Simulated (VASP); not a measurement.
# GePt with r2SCAN: from relaxation to properties, part 3 of 5

Wanted: the relaxed cell of GePt and its properties. The start is a cell from a database of measured crystal structures.

VASP 6.6.1; r2SCAN; plane waves and PAW (Ge_d, Pt).

So far. Step 3 (Second relaxation): It ends with a largest force of 0.005 eV/Å and a pressure of 0.02 GPa. The volume moved by under 0.01 %, so the volume is settled. Step 4 (Single point with fields (r2SCAN)): In this run the pressure is 0.00 GPa, small enough to go on. The relaxed cell has a, b, c = 5.760, 3.724, 6.122 Å (conventional setting).

## Step 5: Bands along the symmetry lines (r2SCAN)

Levels along the symmetry lines show where the bands peak and cross; KPOINTS_OPT computes them in the converged potential.

INCAR

```
SYSTEM = GePt
PREC = Accurate
ENCUT = 410
EDIFF = 1E-06
NELM = 100
ISMEAR = 0
SIGMA = 0.05
LREAL = .FALSE.
ALGO = Normal
METAGGA = R2SCAN
LASPH = .TRUE.
NBANDS = 71
LORBIT = 11
LWAVE = .FALSE.
LCHARG = .FALSE.
KPAR = 4
```

POSCAR

```
GePt
1.0
    5.7597635835      0.0000000000      0.0000000000
    0.0000000000      3.7237183874      0.0000000000
    0.0000000000      0.0000000000      6.1216618447
Ge Pt
4 4
Direct
    0.1870131780      0.2500000000      0.5878598857
    0.3129868220      0.7500000000      0.0878598857
    0.6870131780      0.2500000000      0.9121401143
    0.8129868220      0.7500000000      0.4121401143
    0.9973084321      0.2500000000      0.1936115873
    0.5026915679      0.7500000000      0.6936115873
    0.4973084321      0.2500000000      0.3063884127
    0.0026915679      0.7500000000      0.8063884127
```

KPOINTS

```
Automatic mesh
0
Gamma
5 7 5
0 0 0
```

KPOINTS_OPT

```
Line mode
12
Line-mode
Reciprocal
  0.00000000   0.00000000   0.00000000 GAMMA
  0.00000000  -0.50000000   0.00000000 X

  0.00000000  -0.50000000   0.00000000 X
 -0.50000000  -0.50000000   0.00000000 S

 -0.50000000  -0.50000000   0.00000000 S
 -0.50000000   0.00000000   0.00000000 Y

 -0.50000000   0.00000000   0.00000000 Y
  0.00000000   0.00000000   0.00000000 GAMMA

  0.00000000   0.00000000   0.00000000 GAMMA
  0.00000000   0.00000000  -0.50000000 Z

  0.00000000   0.00000000  -0.50000000 Z
  0.00000000  -0.50000000  -0.50000000 U

  0.00000000  -0.50000000  -0.50000000 U
 -0.50000000  -0.50000000  -0.50000000 R

 -0.50000000  -0.50000000  -0.50000000 R
 -0.50000000   0.00000000  -0.50000000 T

 -0.50000000   0.00000000  -0.50000000 T
  0.00000000   0.00000000  -0.50000000 Z

 -0.50000000   0.00000000   0.00000000 Y
 -0.50000000   0.00000000  -0.50000000 T

  0.00000000  -0.50000000  -0.50000000 U
  0.00000000  -0.50000000   0.00000000 X

 -0.50000000  -0.50000000   0.00000000 S
 -0.50000000  -0.50000000  -0.50000000 R
```

The projector-augmented-wave data sets are Ge_d and Pt (PBE family, release 64).

Command:

```sh
$ mpirun -np 4 vasp_std
```

The program printed:

```text
[... set-up lines as in an earlier step ...]
 entering main loop
       N       E                     dE             d eps       ncg     rms          rms(c)
DAV:   1     0.879360898901E+03    0.87936E+03   -0.33982E+04  7351   0.313E+03
DAV:   2    -0.774374209133E+02   -0.95680E+03   -0.87180E+03  5120   0.904E+02
DAV:   3    -0.271509156862E+03   -0.19407E+03   -0.18446E+03  5376   0.197E+02
DAV:   4    -0.284146492093E+03   -0.12637E+02   -0.12485E+02  5929   0.591E+01
DAV:   5    -0.284467585406E+03   -0.32109E+00   -0.32092E+00  5671   0.988E+00    0.218E+01
DAV:   6    -0.265645686082E+03    0.18822E+02   -0.10709E+01  5470   0.171E+01    0.109E+01
DAV:   7    -0.265338057897E+03    0.30763E+00   -0.91060E-01  6091   0.617E+00    0.591E+00
DAV:   8    -0.265341243832E+03   -0.31859E-02   -0.11683E-01  6136   0.144E+00    0.119E+00
DAV:   9    -0.265327976738E+03    0.13267E-01   -0.37663E-02  5995   0.126E+00    0.180E-01
DAV:  10    -0.265328933908E+03   -0.95717E-03   -0.41714E-03  5761   0.292E-01    0.107E-01
DAV:  11    -0.265328934076E+03   -0.16735E-06   -0.17250E-04  6451   0.654E-02    0.584E-02
DAV:  12    -0.265328872017E+03    0.62059E-04   -0.62083E-05  5003   0.381E-02    0.758E-03
DAV:  13    -0.265328871357E+03    0.65985E-06   -0.64575E-06  5179   0.108E-02
   1 F= -.26532887E+03 E0= -.26532774E+03  d E =-.225399E-02
 Start KPOINTS_OPT (optional k-point list driver)
k-point batch [1-36\144]
       N       E                     dE             ncg
DAV:   1     0.267776034201E+05   -0.44547E+05     7405
DAV:   2    -0.778437256591E+04   -0.34562E+05     5120
DAV:   3    -0.147385888255E+05   -0.69542E+04     5382
DAV:   4    -0.151896676940E+05   -0.45108E+03     5898
DAV:   5    -0.152017830081E+05   -0.12115E+02     5769
DAV:   6    -0.152023025939E+05   -0.51959E+00     6559
DAV:   7    -0.152023208023E+05   -0.18208E-01     6193
DAV:   8    -0.152023215399E+05   -0.73762E-03     6577
DAV:   9    -0.152023215765E+05   -0.36595E-04     4247
DAV:  10    -0.152023215787E+05   -0.22188E-05     3501
DAV:  11    -0.152023215789E+05   -0.21899E-06     3263
[...]
k-point batch [109-144\144]
       N       E                     dE             ncg
DAV:   1     0.267465413272E+05   -0.56151E+05     7346
DAV:   2    -0.772939066704E+04   -0.34476E+05     5112
DAV:   3    -0.147301849462E+05   -0.70008E+04     5452
DAV:   4    -0.151854305445E+05   -0.45525E+03     5803
DAV:   5    -0.151975870077E+05   -0.12156E+02     5741
DAV:   6    -0.151981256552E+05   -0.53865E+00     6596
DAV:   7    -0.151981450906E+05   -0.19435E-01     6197
DAV:   8    -0.151981458722E+05   -0.78159E-03     6594
DAV:   9    -0.151981459127E+05   -0.40434E-04     4181
DAV:  10    -0.151981459154E+05   -0.27917E-05     3663
DAV:  11    -0.151981459157E+05   -0.24747E-06     3258
```

The job ended after 12 min (4 MPI ranks of AMD EPYC 7R43, shared host; peak memory 1.6 GiB).

OUTCAR, selected parts (step 5):

```text
   k-points           NKPTS =     36   k-points in BZ     NKDIM =     36   number of bands    NBANDS=     71

   NELECT =      96.0000    total number of electrons

 E-fermi :   9.4073

 k-point     1 :       0.0000    0.0000    0.0000
  band No.  band energies     occupation
    ...
     44       6.5886      2.00000
     45       6.7911      2.00000
     46       7.8493      2.00000
     47       7.8810      2.00000
     48       8.4142      2.00000
     49      10.1592      0.00000
     50      10.4566      0.00000
     51      12.4715      0.00000
     52      12.8485      0.00000
     53      12.9436      0.00000
    ...

  Total        0.0266328     -0.0068381      0.0143871      0.0000000      0.0000000      0.0000000
  in kB        0.3249943     -0.0834441      0.1755626      0.0000000      0.0000000      0.0000000
  external PRESSURE =       0.1390376 kB  Pullay stress =       0.0000000 kB

 POSITION                                       TOTAL-FORCE (eV/Angst)
 -----------------------------------------------------------------------------------
      1.07715      0.93093      3.59868         0.004131      0.000000     -0.002177
      1.80273      2.79279      0.53785        -0.004131      0.000000     -0.002177
      3.95703      0.93093      5.58381         0.004131     -0.000000      0.002177
      4.68261      2.79279      2.52298        -0.004131     -0.000000      0.002177
      5.74426      0.93093      1.18522         0.001824     -0.000000      0.002695
      2.89538      2.79279      4.24606        -0.001824     -0.000000      0.002695
      2.86438      0.93093      1.87561         0.001824     -0.000000     -0.002695
      0.01550      2.79279      4.93644        -0.001824     -0.000000     -0.002695
 -----------------------------------------------------------------------------------
    total drift:                               -0.000000     -0.000000     -0.000000

  FREE ENERGIE OF THE ION-ELECTRON SYSTEM (eV)
  ---------------------------------------------------
  free  energy   TOTEN  =      -265.3288713572 eV

  energy  without entropy=     -265.3266173628  energy(sigma->0) =     -265.32774436

[... 9 parts as in an earlier step ...]

[... 7 further parts left out ...]
```

Spin-orbit coupling is off here; with elements this heavy it splits and shifts levels by tenths of an eV or more.

This step gave:

```yaml
scf_cycles: 13
bands: 71
pressure: 0.01390 GPa
```

Electronic bands along the path, in eV, zero at the Fermi level; # counts the bands kept, so #1 is VASP's band 25:

```csv
point,#21,#22,#23,#24,#25,#26,#27,#28
Γ,-2.62,-1.56,-1.53,-0.99,0.75,1.05,3.06,3.44
X,-2.71,-2.71,-1.69,-1.69,-0.15,-0.15,2.27,2.27
S,-1.97,-1.97,-1.97,-1.97,0.64,0.64,0.64,0.64
Y,-2.64,-2.64,0.06,0.06,1.33,1.33,2.52,2.52
Γ,-2.62,-1.56,-1.53,-0.99,0.75,1.05,3.06,3.44
Z,-1.94,-1.94,-0.02,-0.02,1.05,1.05,2.10,2.10
U,-2.61,-2.61,-2.27,-2.27,0.52,0.52,1.18,1.18
R,-2.63,-2.63,-2.63,-2.63,2.61,2.61,2.61,2.61
T,-1.35,-1.35,0.76,0.76,1.92,1.92,2.70,2.70
Z,-1.94,-1.94,-0.02,-0.02,1.05,1.05,2.10,2.10
jump to Y,-2.64,-2.64,0.06,0.06,1.33,1.33,2.52,2.52
T,-1.35,-1.35,0.76,0.76,1.92,1.92,2.70,2.70
jump to U,-2.61,-2.61,-2.27,-2.27,0.52,0.52,1.18,1.18
X,-2.71,-2.71,-1.69,-1.69,-0.15,-0.15,2.27,2.27
jump to S,-1.97,-1.97,-1.97,-1.97,0.64,0.64,0.64,0.64
R,-2.63,-2.63,-2.63,-2.63,2.61,2.61,2.61,2.61
```

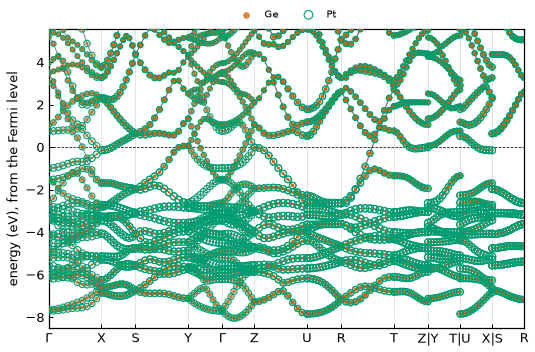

Electronic bands along the path; dots are coloured as in the legend, and their area grows with the weight.

There is no gap at this level.

## Step 6: Total and projected DOS (r2SCAN)

A density of states needs more k-points than a total energy; ISMEAR = -5 takes tetrahedra, and LORBIT projects the states on the PAW spheres. The mesh is finer than in the run before.

Changes to INCAR since step 5:

```diff
@@ -5,3 +5,3 @@
 NELM = 100
-ISMEAR = 0
+ISMEAR = -5
 SIGMA = 0.05
@@ -16 +16,2 @@
 KPAR = 4
+NEDOS = 2001
```

POSCAR is that of step 5.

KPOINTS

```
Automatic mesh
0
Gamma
7 11 7
0 0 0
```

Command:

```sh
$ mpirun -np 4 vasp_std
```

The program printed:

```text
[... set-up lines as in an earlier step ...]
 entering main loop
       N       E                     dE             d eps       ncg     rms          rms(c)
DAV:   1     0.869470113173E+03    0.86947E+03   -0.34159E+04 19572   0.314E+03
DAV:   2    -0.778897561175E+02   -0.94736E+03   -0.86339E+03 13648   0.902E+02
DAV:   3    -0.271599516359E+03   -0.19371E+03   -0.18368E+03 14489   0.197E+02
DAV:   4    -0.284149888459E+03   -0.12550E+02   -0.12405E+02 15811   0.589E+01
DAV:   5    -0.284466614759E+03   -0.31673E+00   -0.31660E+00 15104   0.984E+00    0.217E+01
DAV:   6    -0.265651390655E+03    0.18815E+02   -0.10749E+01 14656   0.172E+01    0.110E+01
DAV:   7    -0.265330065379E+03    0.32133E+00   -0.91691E-01 16053   0.624E+00    0.592E+00
DAV:   8    -0.265333310914E+03   -0.32455E-02   -0.11830E-01 16402   0.145E+00    0.120E+00
DAV:   9    -0.265320425703E+03    0.12885E-01   -0.37866E-02 15929   0.127E+00    0.183E-01
DAV:  10    -0.265321496893E+03   -0.10712E-02   -0.42487E-03 15200   0.290E-01    0.111E-01
DAV:  11    -0.265321472060E+03    0.24832E-04   -0.18170E-04 17640   0.694E-02    0.576E-02
DAV:  12    -0.265321385050E+03    0.87011E-04   -0.59607E-05 13260   0.373E-02    0.795E-03
DAV:  13    -0.265321381119E+03    0.39309E-05   -0.62422E-06 13787   0.105E-02    0.200E-03
DAV:  14    -0.265321380576E+03    0.54305E-06   -0.22865E-07  8643   0.303E-03
   1 F= -.26532138E+03 E0= -.26532138E+03  d E =0.000000E+00
 -----------------------------------------------------------------------------
|                                                                             |
|           W    W    AA    RRRRR   N    N  II  N    N   GGGG   !!!           |
|           W    W   A  A   R    R  NN   N  II  NN   N  G    G  !!!           |
|           W    W  A    A  R    R  N N  N  II  N N  N  G       !!!           |
|           W WW W  AAAAAA  RRRRR   N  N N  II  N  N N  G  GGG   !            |
|           WW  WW  A    A  R   R   N   NN  II  N   NN  G    G                |
|           W    W  A    A  R    R  N    N  II  N    N   GGGG   !!!           |
|                                                                             |
|     Tetrahedron method does not include variations of the Fermi             |
|     occupations, so forces and stress will be inaccurate. We suggest        |
|     using a different smearing scheme ISMEAR = 1 or 2 for metals in         |
|     relaxations.                                                            |
|                                                                             |
 -----------------------------------------------------------------------------
```

It took 11 min on 4 MPI ranks; peak memory 2 GiB.

From OUTCAR (step 6):

```text
   k-points           NKPTS =     96   k-points in BZ     NKDIM =     96   number of bands    NBANDS=     71

   NELECT =      96.0000    total number of electrons

 E-fermi :   9.4468

 k-point     1 :       0.0000    0.0000    0.0000
  band No.  band energies     occupation
    ...
     44       6.5869      2.00000
     45       6.7898      2.00000
     46       7.8491      2.00000
     47       7.8806      2.00000
     48       8.4131      2.00000
     49      10.1581      0.00000
     50      10.4564      0.00000
     51      12.4711      0.00000
     52      12.8490      0.00000
     53      12.9437      0.00000
    ...

  Total        0.2334557     -0.1685785     -0.2094264      0.0000000      0.0000000      0.0000000
  in kB        2.8488152     -2.0571309     -2.5555896      0.0000000      0.0000000      0.0000000
  external PRESSURE =      -0.5879684 kB  Pullay stress =       0.0000000 kB

 POSITION                                       TOTAL-FORCE (eV/Angst)
 -----------------------------------------------------------------------------------
      1.07715      0.93093      3.59868        -0.002992      0.000000     -0.009295
      1.80273      2.79279      0.53785         0.002992     -0.000000     -0.009295
      3.95703      0.93093      5.58381        -0.002992      0.000000      0.009295
      4.68261      2.79279      2.52298         0.002992      0.000000      0.009295
      5.74426      0.93093      1.18522         0.007345      0.000000     -0.016042
      2.89538      2.79279      4.24606        -0.007345      0.000000     -0.016042
      2.86438      0.93093      1.87561         0.007345      0.000000      0.016042
      0.01550      2.79279      4.93644        -0.007345      0.000000      0.016042
 -----------------------------------------------------------------------------------
    total drift:                               -0.000000     -0.000000     -0.000000

  FREE ENERGIE OF THE ION-ELECTRON SYSTEM (eV)
  ---------------------------------------------------
  free  energy   TOTEN  =      -265.3213805755 eV

  energy  without entropy=     -265.3213805755  energy(sigma->0) =     -265.32138058

[... 7 parts as in an earlier step ...]

[... 9 further parts left out ...]
```

With tetrahedra the forces and stress of a metal are not exact derivatives of the energy.

This step gave:

```yaml
scf_cycles: 14
irreducible_k_points: 96
free_energy_toten: -265.3214 eV
fermi_energy: 9.447 eV
pressure: -0.05880 GPa
dos_at_the_fermi_level: 1.721 states/eV/cell
```

The density of states has structure finer than the step of the table below, so its rows give means over 1 eV, whole bins alone (the curve runs from -12.0 to 3.26 eV). Peaks (eV: height): total -5.7: 14.6, -5.3: 13.7, -4.5: 13.1, -3.3: 14.7; Pt d -5.7: 10.2, -5.3: 9.74, -4.5: 9.48, -3.3: 12.2; Ge p -6.8: 1.11, -5.7: 1.47, -5.4: 1.20, -5.0: 0.948; Pt p -10.0: 0.510, -4.9: 0.450, -4.5: 0.49, -1.8: 0.606; Pt s -10.2: 0.314, -6.8: 0.740, -5.7: 0.352, -3.2: 0.298.

States under -12.0 eV and over 3.3 eV are left out. Density of states against energy, zero at the Fermi level; means over each step; values in states/eV/cell:

```csv
energy (eV),total,Pt d,Ge p,Pt p,Pt s,Ge s
-11,2.00,0.193,0.0447,0.106,0.223,0.911
-10,4.00,0.734,0.0534,0.228,0.192,1.93
-9,0.131,0.0138,0.00241,0.0135,0.00399,0.0661
-8,0.543,0.164,0.0930,0.0114,0.115,0.0171
-7,4.53,1.76,0.774,0.147,0.635,0.109
-6,7.57,4.74,0.901,0.207,0.303,0.0789
-5,9.65,6.88,0.797,0.341,0.168,0.0676
-4,9.50,7.07,0.612,0.363,0.140,0.0639
-3,8.61,7.00,0.333,0.235,0.190,0.0610
-2,4.46,2.51,0.509,0.450,0.123,0.136
-1,2.20,1.05,0.323,0.241,0.0901,0.101
0,2.12,1.02,0.293,0.157,0.111,0.197
1,3.13,1.19,0.517,0.242,0.237,0.333
2,3.40,0.998,0.754,0.310,0.240,0.280
```

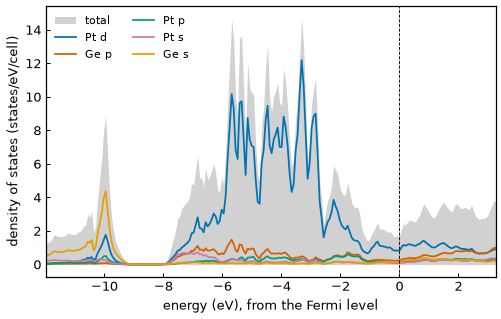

Density of states, plotted against energy.

The finer mesh and the other smearing move the Fermi level by +0.04 eV from the 5×7×5 run, a small shift, which tests the Fermi level alone. Of the states within 0.3 eV of the Fermi level, the largest shares in the PAW spheres are Pt d 49 %, Ge p 14 % and Ge s 9 %. The rest lies in smaller channels or between the spheres.

[end of part 3 of 5]

[Lines on the potential files, build, host, timing and source positions are cut from VASP's logs without a mark.]

[Logs are printed without paths, hosts, clocks, repeated set-up lines and the standing remarks that a program may print on its own settings, such as how far it seeks lower states.]

[Hosts, paths, dates, database ids (printed as entryN), source tags and the programs' standing remarks are cut or masked in the printed files.]

[A measured line is paired with the nearest computed mode of its activity, which favours agreement.]
